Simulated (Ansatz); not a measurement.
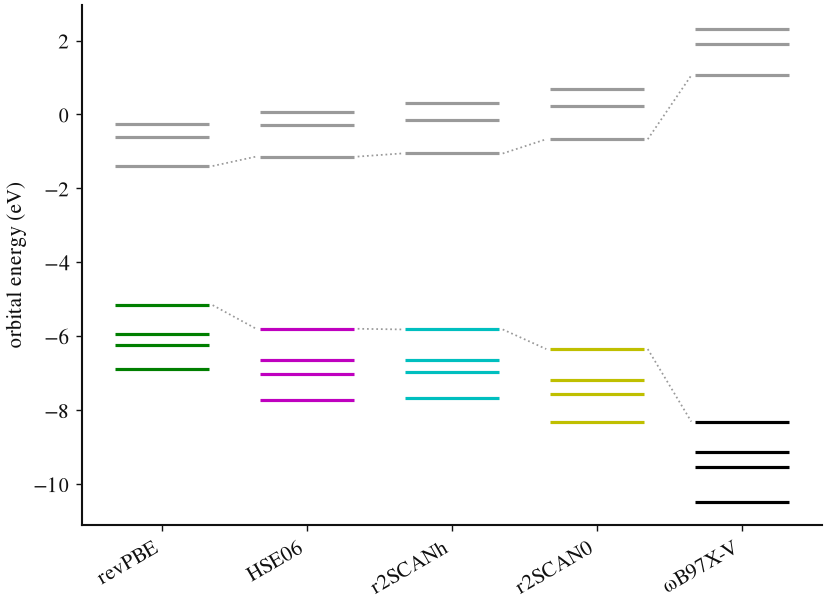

Frontier orbital energies of C₅H₁₅GaSiTe, SMILES [CH3][Ga]([CH3])[Te][Si](C)(C)C, singlet at one geometry, def2-TZVPP, the Ansatz code, at a PBE0-D4/def2-TZVP geometry (no frequency check). Empty levels are grey, levels within 0.1 eV stand side by side; all columns show the same few orbitals around the gap. Dotted lines join the HOMOs and the LUMOs.

> How do the frontier levels move from column to column?

The separation grows from 3.76 eV (revPBE) to 9.36 eV (ωB97X-V).

```csv
level,HOMO (eV),LUMO (eV),separation (eV)
revPBE,−5.16,−1.39,3.76
HSE06,−5.80,−1.14,4.66
r2SCANh,−5.81,−1.06,4.76
r2SCAN0,−6.34,−0.67,5.68
ωB97X-V,−8.31,1.06,9.36
```

Limits of at least one run: core potentials past krypton; empty levels above zero depend strongly on the basis; no scalar relativity up to krypton; one conformer of a flexible molecule; spin-orbit coupling is left out, and with Te it can shift these levels and split any degenerate set.
